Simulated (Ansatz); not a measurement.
**CrO3 (charge −1, sextet): density, localisation and related maps**

```xyz
4

Cr   -0.2808   -0.0260    0.0701
O     0.1005    1.3201    1.2115
O     0.1554   -1.7643    0.2891
O     0.0249    0.4702   -1.5707
```

Geometry: PBE-D4/def2-TZVPD.

Theory: Ansatz 0.2.0, UKS PBE0-D4/def2-TZVPD.

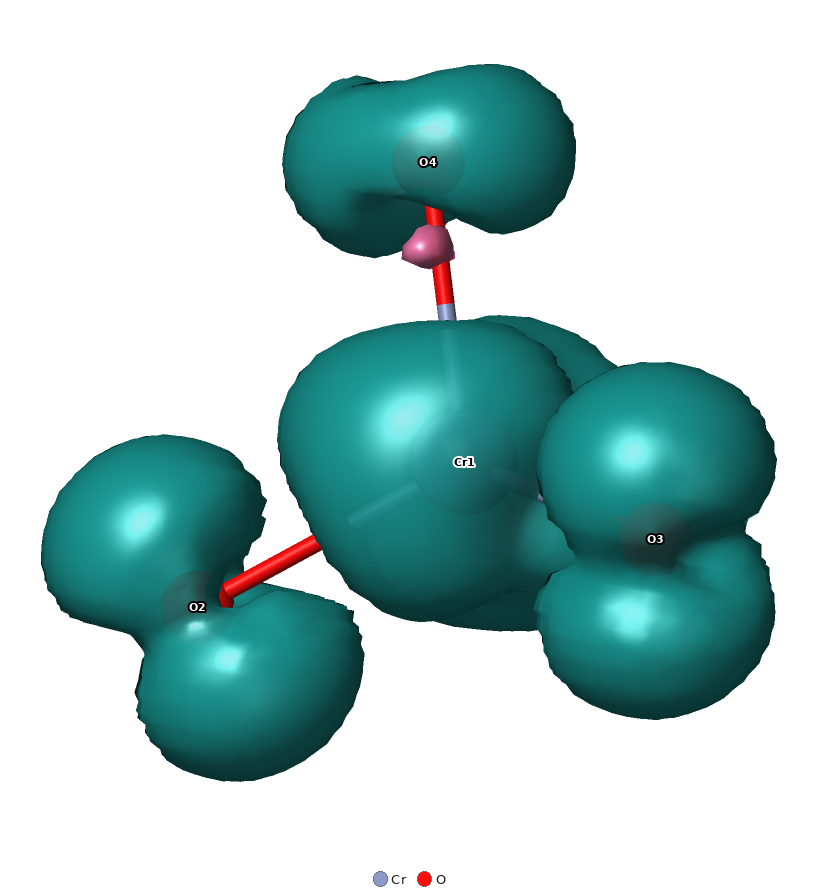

Figure 1. Isosurfaces of the spin density (α minus β) at +0.08 (teal) and −0.08 e/Å³ (pink), seen at a tilt.

Describe the spin distribution.

Answer. The unpaired spin (5 electrons) lies mostly on Cr1 (about 2.8), O2 (about 0.9), O3 (about 0.9) and O4 (about 0.4), in electrons by Hirshfeld's partition.

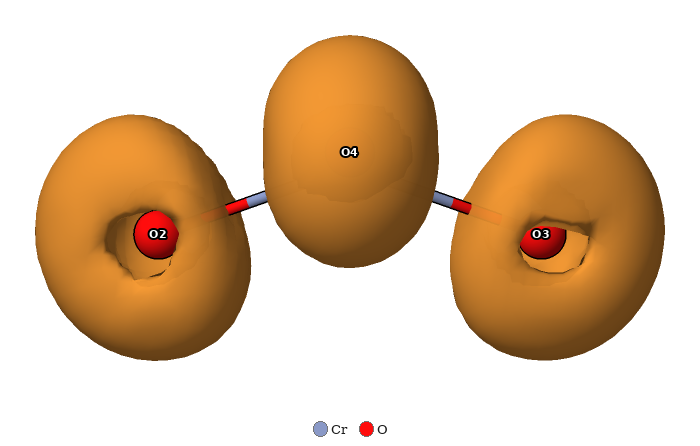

Figure 2. Isosurface of the electron localisation function at 0.75 (orange), seen from one side. Only the valence region is drawn (cores and ρ < 0.01 e/Å³ removed).

What do the ELF domains correspond to?

Answer. The surface consists of three regions wrapped around O (the valence shell of each).


Cr–O (1.74 Å): the ELF peaks at about 0.85 in the valence shell of O, 0.6 Å from its nucleus, and is about 0.30 at the midpoint. Cr–O (1.81 Å): the ELF peaks at about 0.90 in the valence shell of O, 0.6 Å from its nucleus, and is about 0.25 at the midpoint.

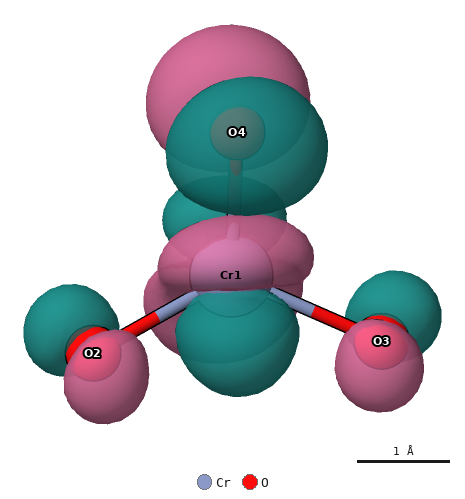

Figure 3. The HOMO (α) at ±0.1 Å⁻³ᐟ² (teal and pink are the two phases), seen at a tilt.

Describe this orbital and give its energy.

Answer. By Hirshfeld shares it lies mainly on Cr1 (about 55 %) and O4 (about 35 %). Its energy is −0.97 eV.
